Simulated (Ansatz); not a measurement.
Results of PBEsol+SOC (plane waves, PAW; Ansatz, a program for electronic structure) for CsCl-type AuZn (cubic form, which distorts at low temperature).

Run with plane-wave cutoff 520 eV, 18×18×18 k mesh, Fermi–Dirac smearing 0.05 eV, PAW data made under PBE.

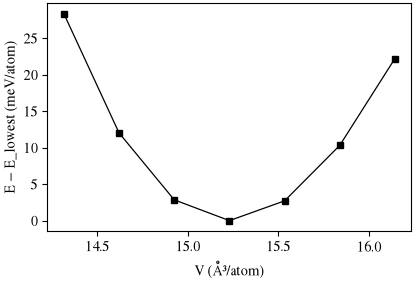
Figure. Total energy against volume

Task: From the curve, estimate the equilibrium volume and the bulk modulus.

Result: V0 ≈ 15.2 Å³/atom and B0 ≈ 150 GPa; the fit gives V0 = 15.226 Å³/atom, B0 = 146 GPa, B′ = 5.4.

Measured, for comparison: bulk modulus 131 GPa (temperature not stated, no zero-point or thermal correction; as tabulated in Nepal et al. (2020), arXiv:2007.11150). Computed (rounded) less measured: bulk modulus +11 %.

Note: symmetry holds this phase in the static calculation, where it need not be a minimum.

Computed values are for the static lattice.
